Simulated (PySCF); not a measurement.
Input

```
{"job": {"kind": "nmr", "xc": "PBE0", "basis": "pcSseg-1"}, "charge": 0, "multiplicity": 1}
Si     1.860012    -1.368088     0.271080
Si     1.096763     0.674046    -0.506687
C     -0.724521     0.959017    -0.025230
C     -1.650866    -0.228546    -0.304534
O     -1.688852    -0.564640     1.083075
C     -1.049406     0.661055     1.441688
H      1.116988    -2.504376    -0.279099
H      3.263263    -1.560452    -0.109945
H      1.803048    -1.482283     1.730383
H      1.126287     0.815504    -1.971623
H      1.816518     1.837364     0.036181
H     -1.106028     1.915372    -0.380915
H     -2.646631     0.042837    -0.675222
H     -1.256531    -1.046546    -0.913858
H     -1.757902     1.357661     1.905711
H     -0.209741     0.501022     2.123775
```

Run with:

```sh
OMP_NUM_THREADS=1 python probes_run.py task.json out
```

Geometry: GFN2-xTB.

Level of theory: PBE0/pcSseg-1, SCF density, gas phase, non-relativistic in PySCF.

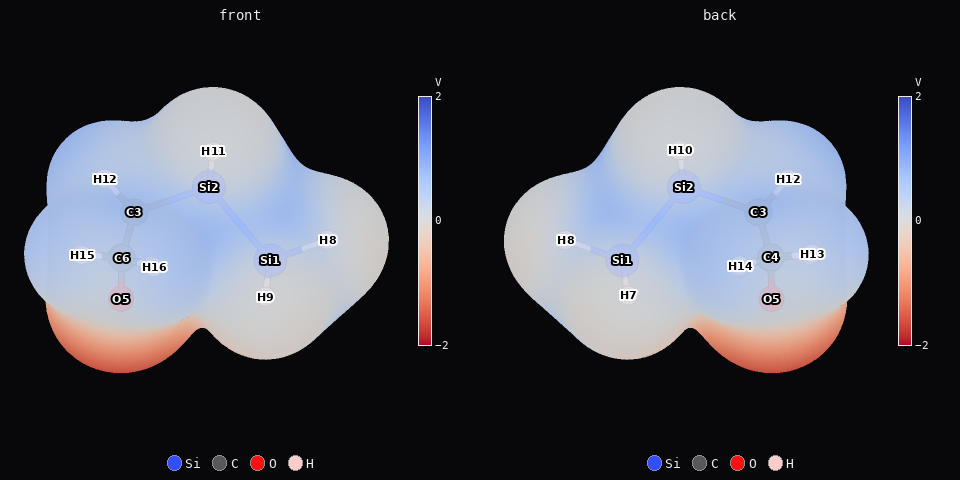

C3H10OSi2 (SMILES [SiH3][SiH2]C1COC1). The electrostatic potential painted on the density surface at 0.001 e/bohr³, seen from the front and from behind; the colour scale runs from red (negative) to blue (positive).

Question: Describe the electrostatic potential map.

Answer: The most negative region (about −1.5 V, or −35 kcal/mol for a unit charge) lies over O5, the most positive (about +0.7 V, or +16 kcal/mol for a unit charge) over the H and Si atoms. O5 is the likeliest acceptor of a hydrogen bond.
